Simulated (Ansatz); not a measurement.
# CO (SMILES [C-]#[O+]) at RPA@PBE/STO-3G

What is the energy change on altering one bond length of CO at RPA@PBE/STO-3G? 

The calculation is run with Ansatz 0.2.0.

38 further runs of the same task are left out: 10 that didn't finish, 28 set aside as unsound or not needed.

## 1. The system as given

CO: 2 atoms, total charge 0, spin state singlet. As SMILES, `[C-]#[O+]`. The shape is that of a PBE0-D4/def2-TZVP optimisation.

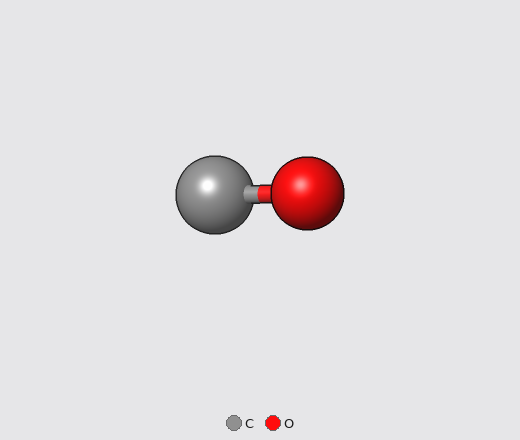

The structure, seen from a chosen angle (carbon grey, oxygen red).

## 2. A single-point energy at RPA@PBE/STO-3G

run.yaml

```yaml
crystal:
  periodic: [false, false, false]
  atoms:
    - {symbol: C, position_ang: [0.479900, -0.155100, 0.247200]}
    - {symbol: O, position_ang: [-0.479900, 0.155100, -0.247200]}
basis:
  gaussian:
    orbitals: STO-3G
accuracy: high
correlation:
  method: rpa
  frozen_orbitals: {C: 1, O: 1}
hamiltonian:
  xc: {name: PBE}
```

Run with:

```bash
$ ansatz run run.yaml --threads 1 --pin off --max-ram 2610MiB --events-out events.jsonl --progress --plain --runs-dir runs
```

The log of the run:

```text
Warning: RAYON_NUM_THREADS=1 ignored (pool sized by the plan → 1); use --threads N
Functional definition: PBE
  name "PBE"
  parameter kappa = 0.804
  parameter beta = 0.06672455060314922
  exchange = pbe_x(kappa = kappa, mu = beta*pi^2/3)
  correlation = pbe_c(beta = beta)
149 factors; integrals over basis functions are off by at most 8.6e-9 eV
mean field evaluation 1: about -3037.7726 eV, gradient 1.1e1 eV
mean field evaluation 2: about -3037.7289 eV, gradient 1.1e1 eV
mean field evaluation 4: about -3037.9769 eV, gradient 3.9e0 eV
mean field evaluation 8: about -3038.0117 eV, gradient 1.5e-2 eV
mean field evaluation 16: about -3038.0117 eV, gradient 1.6e-8 eV
mean field -3038.01173938 eV, -111.6448721839 hartree, gradient 1.6e-8 eV, S^2 0.000000; 0 other end points of the search recorded, 0 dependent functions left out
2 core orbitals not correlated: weight in the atoms' cores, before any rotation towards them, 1.000 or more for the frozen orbitals, at most 0.000 for the correlated occupied ones
reference -3026.38183403 eV, -111.2174810453 hartree; 5, 5 occupied and 3, 3 virtual orbitals, 149 factors
Total energy: -3031.77957437 eV, -111.4158443440 hartree
```

Wall time 0.38 s (1 thread of Intel Xeon Platinum 8375C at 2.90GHz (Ice Lake), shared host).

## 3. The distorted shape, same level

molecule.yaml

```yaml
crystal:
  periodic: [false, false, false]
  atoms:
    - {symbol: C, position_ang: [0.719881, -0.232660, 0.370816]}
    - {symbol: O, position_ang: [-0.479900, 0.155100, -0.247200]}
basis:
  gaussian:
    orbitals: STO-3G
accuracy: high
correlation:
  method: rpa
  frozen_orbitals: {C: 1, O: 1}
hamiltonian:
  xc: {name: PBE}
magnetization:
  spin_polarized: false
```

Run with:

```bash
$ ansatz run molecule.yaml --threads 1 --pin off --max-ram 2610MiB --events-out events.jsonl --progress --plain --runs-dir runs
```

The log of the run, shortened:

```text
Warning: RAYON_NUM_THREADS=1 ignored (pool sized by the plan → 1); use --threads N
[... 6 set-up lines as earlier in the session ...]
149 factors; integrals over basis functions are off by at most 2.3e-8 eV
mean field evaluation 1: about -3036.8683 eV, gradient 7.5e0 eV
mean field evaluation 2: about -3036.7958 eV, gradient 7.5e0 eV
mean field evaluation 4: about -3037.0041 eV, gradient 1.6e0 eV
mean field evaluation 8: about -3037.0131 eV, gradient 3.4e-2 eV
mean field evaluation 16: about -3037.0131 eV, gradient 9.3e-9 eV
mean field -3037.01313419 eV, -111.6081741200 hartree, gradient 8.5e-9 eV, S^2 0.000000; 0 other end points of the search recorded, 0 dependent functions left out
2 core orbitals not correlated: weight in the atoms' cores, before any rotation towards them, 1.000 or more for the frozen orbitals, at most 0.000 for the correlated occupied ones
reference -3023.08108836 eV, -111.0961808793 hartree; 5, 5 occupied and 3, 3 virtual orbitals, 149 factors
Total energy: -3030.78801032 eV, -111.3794050373 hartree
```

Run time: 0.36 s. Hardware: 1 thread of Intel Xeon Platinum 8375C at 2.90GHz (Ice Lake), shared host.

## 4. Outcome

At RPA@PBE/STO-3G, 2 core orbitals frozen:

| quantity | value |
| --- | --- |
| first shape: total energy | -111.41584 Eh |
| first shape: RPA correlation energy (valence) | -198.4 mEh |
| distorted shape: total energy | -111.37941 Eh |
| distorted shape: RPA correlation energy (valence) | -283.2 mEh |
| energy change with the C1–O2 bond stretched from 1.123 to 1.404 Å | 0.992 eV |

With the C1–O2 bond stretched from 1.123 to 1.404 Å the energy rises by 0.99 eV (95.7 kJ/mol). The first shape isn't relaxed at this level, so the change isn't measured from a minimum. The minimal basis adds a large error of its own.
